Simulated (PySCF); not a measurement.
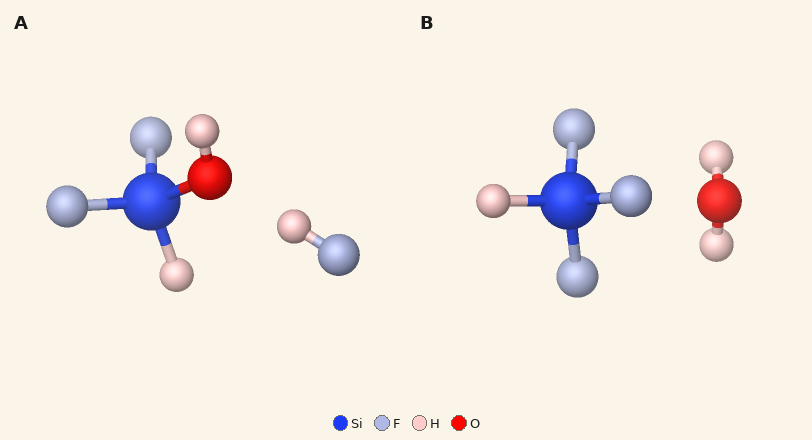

2 stationary structures of one formula. Geometries: PBE0-D4/def2-TZVP. Electronic energies: CCSD(T)/CBS (MP2 limit from def2-TZVPP and def2-QZVPP plus CCSD(T) − MP2) (PySCF 2.14.0), without zero-point energy. No frequency run is at hand to confirm each as a minimum. Each is one conformer, not always the lowest.

Question: Rank them by energy, lowest first.

Answer: B is lowest; A lies 0.225 eV above it.
